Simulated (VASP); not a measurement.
Band structure of Hg3Sb (space group I4/mmm). Method: PBEsol GGA, VASP's PBE PAW potentials (set 64) (plane waves; VASP).

Unless said otherwise, spin-orbit coupling is left out, though it shifts the bands of the heavy elements here.

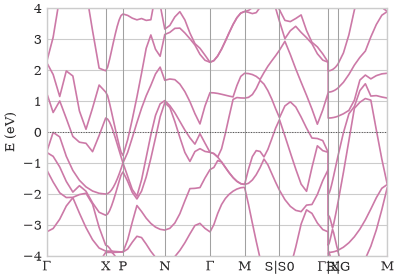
*Bands along high-symmetry lines, zero at the valence-band maximum or, without a gap, the Fermi level*

**Question.** Read the plot: is there a gap, and where are the band edges?

**Answer.** It has no gap at this level: it comes out as a metal or semimetal. (Edges off the drawn lines would not show.)

The structure comes from a computed database's Hg3Sb entry (I4/mmm); how it stands against other phases isn't given here. It was relaxed first, which changed the volume by -9 %. The electron count is odd and the run is not spin-polarised, which forces a metal.
